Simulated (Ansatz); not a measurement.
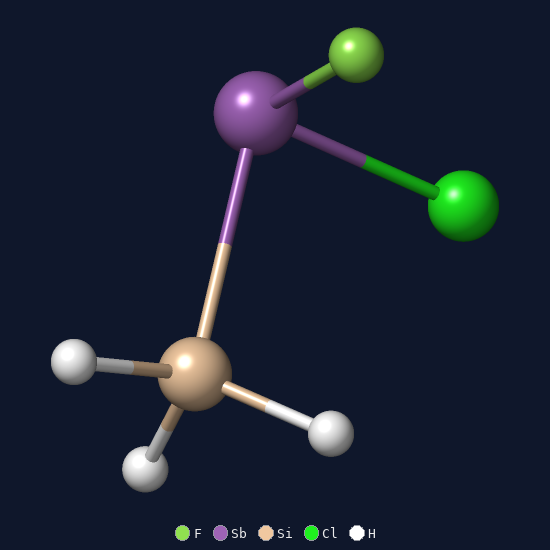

Sticks follow a distance rule. Harmonic vibrations computed with RKS PBE0-D4/def2-TZVP, core potentials on Sb (Ansatz 0.2.0) at a stationary point of the same level.

> How many imaginary frequencies does it have?

A minimum: no imaginary frequency, and the lowest mode lies at 84 cm⁻¹.

> How many vibrational modes are there, and where do they lie?

15 modes: 84, 103, 126, 164, 298, 364, 466, 472, 607, 837, 925, 931, 2217, 2234, 2255 cm⁻¹.
